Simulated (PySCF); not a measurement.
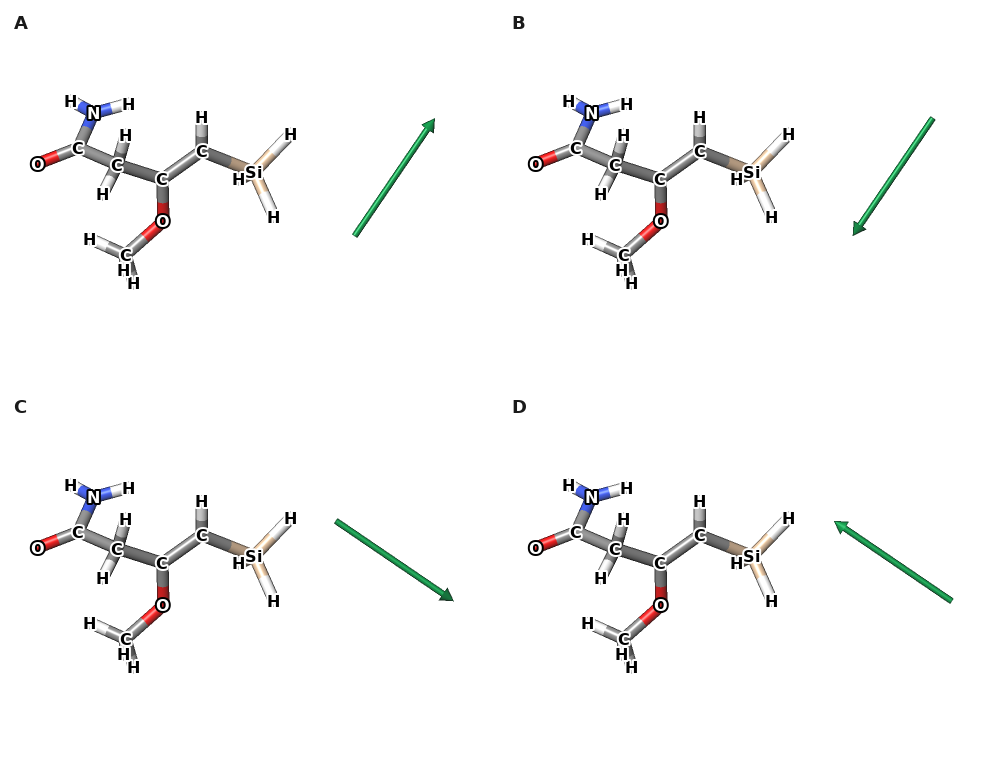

The same molecule four times, each with an arrow. Computed geometry: GFN2-xTB optimisation. No frequency run is at hand to confirm it as a minimum. Level of theory: PBE0/pcSseg-1, gas phase (PySCF 2.14.0).

**Which arrow points along the dipole moment, from the negative to the positive end?**

A. The dipole moment is 0.94 D.

The geometry is semi-empirical. Around Si such bond lengths and angles can be off by a tenth of an ångström or more and by several degrees, and values that hang on the shape move with them.
